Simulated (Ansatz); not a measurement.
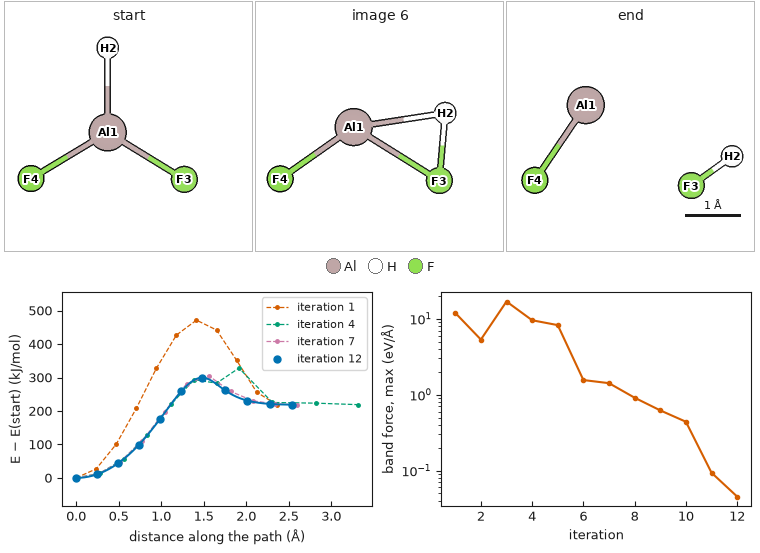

A nudged-elastic-band calculation for AlHF$_{2}$. Images are numbered from 0 (start) to 10 (end). The plot follows the band through its iterations. Style: ball-and-stick. Shown face on.

Level of theory: RKS PBE0/def2-SVP in Ansatz 0.2.0.

Input
```yaml
crystal:
  periodic: [false, false, false]
  atoms:
    - { symbol: Al, position_ang: [0.373523, -2.0e-06, 0.255616] }
    - { symbol: H, position_ang: [0.318422, -3.0e-06, 1.816984] }
    - { symbol: F, position_ang: [1.81696, 2.0e-06, -0.553489] }
    - { symbol: F, position_ang: [-1.009305, 2.0e-06, -0.653211] }
basis:
  gaussian: { orbitals: def2-SVP }
hamiltonian:
  xc: pbe0
neb:
  order_check: false
  images: 9
  f_tol: 0.05
  max_iterations: 60
  initial_path: linear
  final_atoms:
    - { symbol: Al, position_ang: [-0.9403252, -0.00033985, 0.39025208] }
    - { symbol: H, position_ang: [1.75645834, 0.00011772, 1.32595698] }
    - { symbol: F, position_ang: [1.5016782, 0.00010991, 0.43456422] }
    - { symbol: F, position_ang: [-0.81821134, 0.00011123, -1.28487327] }
```

Run as
```bash
ansatz run input.yaml --threads 1 --pin off --max-ram 2048MiB --backend cpu --events-out ev --progress --plain --runs-dir out
```

### How did the profile develop, and is the result final?

The run is converged, with reservations. The band converged in 12 iterations. The largest component of the band force went from 12 to 0.046 eV/Å. The climbing image converged on the top of the path. Its curvatures weren't checked. The straight starting path can push atoms close together and costs iterations. The first iteration put the highest image at 471.4 kJ/mol. Forward barrier 299.6 kJ/mol, backward barrier 80.7 kJ/mol, with image 6 at the top; the reaction energy is +218.9 kJ/mol.
